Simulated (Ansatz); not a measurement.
# GaNH3 (SMILES [NH2][GaH]): U-r2SCAN0/def2-TZVP

What is the electronic atomisation energy of GaNH3 at U-r2SCAN0/def2-TZVP? 

Program for the calculation: Ansatz 0.2.0.

55 further runs of the same task are left out: 55 set aside as unsound or not needed.

**1. The system as given**

The species is GaNH3 (5 atoms), meant as a doublet with charge 0. As SMILES, `[NH2][GaH]`. The shape is that of a PBE0-D4/def2-TZVP optimisation. This is one conformer, not always the lowest.

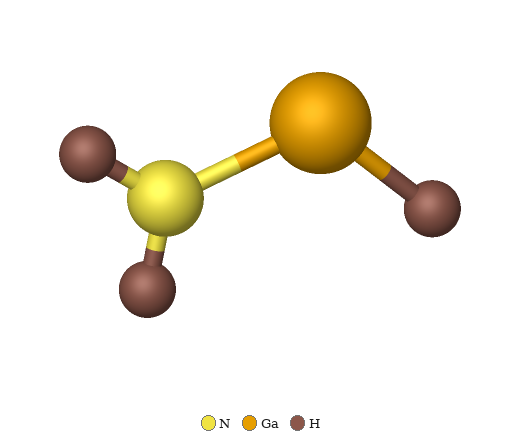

Viewed from a chosen angle; nitrogen yellow, gallium amber, hydrogen brown.

**2. The energy at U-r2SCAN0/def2-TZVP**

input.yaml

```yaml
crystal:
  periodic: [false, false, false]
  atoms:
    - symbol: N
      position_ang: [-0.211900, -0.684000, 0.064700]
    - symbol: Ga
      position_ang: [0.815500, 0.782900, 0.417000]
    - symbol: H
      position_ang: [-0.946800, -0.701300, -0.625100]
    - symbol: H
      position_ang: [-0.115200, -1.569300, 0.532000]
    - symbol: H
      position_ang: [0.508200, 2.097900, -0.430100]
basis:
  gaussian:
    orbitals: def2-TZVP
output:
  orbitals: {seedname: orbitals}
magnetization:
  spin_polarized: true
  initial_magnetization: 1
accuracy: high
hamiltonian:
  xc: {name: r2SCAN0}
```

Started as:

```console
ansatz run input.yaml --threads 1 --pin off --max-ram 3480MiB --events-out events.jsonl --progress --plain --runs-dir runs
```

Log:

```text
Warning: RAYON_NUM_THREADS=1 ignored (pool sized by the plan → 1); use --threads N
Functional definition: r2SCAN0
  name "r2SCAN0"
  parameter a = 0.25
  parameter k0 = 0.174
  parameter k1 = 0.065
  parameter a1 = 4.9479
  exchange = (1 - a)*r2scan_x(k0 = k0, k1 = k1, a1 = a1) + a*exact_x
  correlation = r2scan_c
1600 factors; integrals over basis functions are off by at most 4.6e-9 eV
mean field evaluation 1: about -53907.4507 eV, gradient 4.4e1 eV
mean field evaluation 2: about -53881.7188 eV, gradient 7.7e1 eV
mean field evaluation 4: about -53914.6714 eV, gradient 1.1e0 eV
mean field evaluation 8: about -53914.6886 eV, gradient 5.1e-2 eV
mean field evaluation 16: about -53914.6886 eV, gradient 5.4e-5 eV
mean field -53914.68861141 eV, -1981.3282617809 hartree, gradient 8.4e-9 eV, S^2 0.755740; 0 other end points of the search recorded, 0 dependent functions left out
reference -53914.68861403 eV, -1981.3282618771 hartree; 21, 20 occupied and 76, 77 virtual orbitals, 1600 factors
Total energy: -53914.68861403 eV, -1981.3282618771 hartree
```

Run time: 20 s. Hardware: 1 thread of Arm Neoverse V1, shared host; peak memory 0.45 GiB.

**3. The Ga atom at the same level**

molecule.yaml

```yaml
crystal:
  periodic: [false, false, false]
  atoms:
    - {symbol: Ga, position_ang: [0.000000, 0.000000, 0.000000]}
basis:
  gaussian:
    orbitals: def2-TZVP
magnetization:
  spin_polarized: true
  initial_magnetization: 1
hamiltonian:
  xc: {name: r2SCAN0}
accuracy: high
```

Run the same way, it converges to -1924.76497 Eh (log not shown).

**4. The H atom**

input.yaml

```yaml
crystal:
  periodic: [false, false, false]
  atoms:
    - {symbol: H, position_ang: [0.000000, 0.000000, 0.000000]}
basis:
  gaussian: {orbitals: def2-TZVP}
magnetization: {spin_polarized: true, initial_magnetization: 1}
hamiltonian: {xc: {name: r2SCAN0}}
accuracy: high
```

Run the same way, it converges to -0.49987 Eh (log not shown).

**5. The N atom at the same level**

input.yaml

```yaml
crystal:
  periodic: [false, false, false]
  atoms:
    - symbol: "N"
      position_ang: [0.000000, 0.000000, 0.000000]
basis:
  gaussian:
    orbitals: def2-TZVP
magnetization:
  spin_polarized: true
  initial_magnetization: 3
hamiltonian:
  xc: {name: r2SCAN0}
accuracy: high
```

Run the same way, it converges to -54.58145 Eh (log not shown).

**6. What came out**

Level: U-r2SCAN0/def2-TZVP.

| quantity | value |
| --- | --- |
| molecule: total energy | -1981.32826 Eh |
| molecule: HOMO energy (highest over α and β) | -5.89 eV |
| molecule: LUMO energy (lowest over α and β) | -2.05 eV |
| molecule: ⟨S²⟩ | 0.756 |
| Ga atom: total energy | -1924.76497 Eh |
| Ga atom: ⟨S²⟩ | 0.757 |
| H atom: total energy | -0.49987 Eh |
| H atom: ⟨S²⟩ | 0.750 |
| N atom: total energy | -54.58145 Eh |
| N atom: ⟨S²⟩ | 3.755 |
| electronic atomisation energy | 13.122 eV |

What this shows: Taking the molecule apart into free atoms costs 13.12 eV (1266 kJ/mol), before zero-point energy and without spin-orbit coupling.
